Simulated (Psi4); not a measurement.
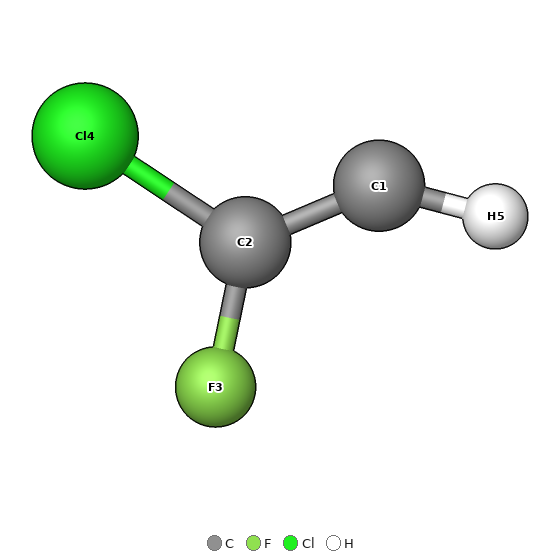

Geometry used (C₂HClF, SMILES [C](=C(/F)Cl)/[H], doublet).

Unscaled harmonic wavenumbers and double-harmonic intensities, B3LYP/def2-SVP in Psi4 1.11, at a geometry relaxed at this level, isolated molecule. Lorentzian lines of 12 cm⁻¹ full width. Close modes add up in the curve.

**Which lines are the most intense, and is the structure a minimum?**

The most intense lines lie at 1109.4 cm⁻¹ (223.3 km/mol), 1707.5 cm⁻¹ (128.3 km/mol) and 595.4 cm⁻¹ (61.9 km/mol). It has no imaginary mode, so it is a minimum.

```tsv
cm⁻¹	km/mol
357.0	3.3
407.0	6.6
524.3	5.4
595.4	61.9
598.6	50.0
812.0	26.5
1109.4	223.3
1707.5	128.3
3320.5	33.9
```

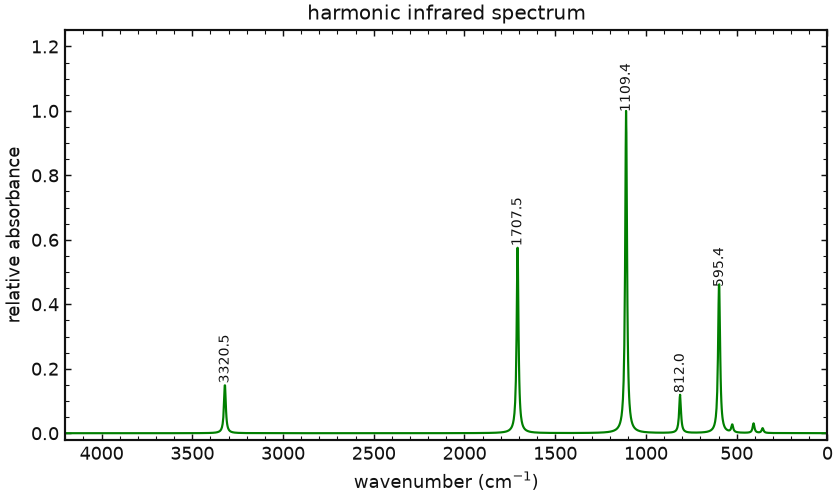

Caveats: double-zeta basis.
